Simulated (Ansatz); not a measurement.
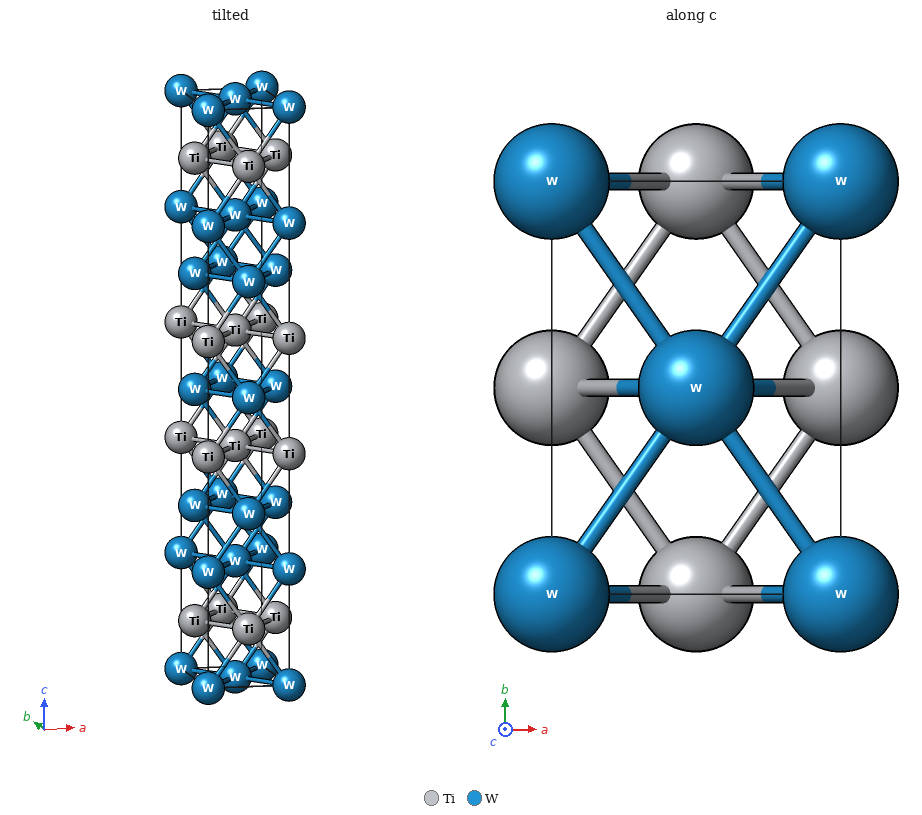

Structure drawing (ball-and-stick), viewed slightly off an axis and along the c axis. One conventional unit cell is outlined, and atoms on its boundary appear in each equivalent place.

Ti$_{2}$W$_{3}$, space group Fmmm (No. 69), a = 3.177 Å, b = 4.537 Å, c = 22.448 Å, α = 90.00°, β = 90.00°, γ = 90.00°. Provenance: a structure type filled with these elements by a generator (whether the compound takes this form wasn't checked). Earlier steps of the study, as a rule a relaxation of our own, may have changed the cell and positions, so they can lie some per cent off the listed ones. A calculation with Ansatz used it as input.

This one geometry was computed with Ansatz (DFT, plane waves, PAW) at three levels of theory: PBE, PBE with spin-orbit coupling and PBEsol.

Which level gives the highest pressure at this volume, and what does that say about its equilibrium volume?

Highest: PBE (0.0 GPa) and PBE with spin-orbit coupling (0.2 GPa), which points to the largest equilibrium volume. Lowest, with the smallest volume: PBEsol (-7.1 GPa). Levels within 0.5 GPa of each other can't be told apart.

How does the band gap change with the level of theory?

All levels give a metal.

Collect the results in a table.

| level | cutoff (eV) | k-mesh of the run's cell | gap (eV) | pressure (GPa) |
| --- | --- | --- | --- | --- |
| PBE | 420 | 14×14×14 | metal | 0.0 |
| PBE with spin-orbit coupling | 420 | 14×14×14 | metal | 0.2 |
| PBEsol | 420 | 14×14×14 | metal | -7.1 |

Gaps are taken on the k-mesh or band path of each run.
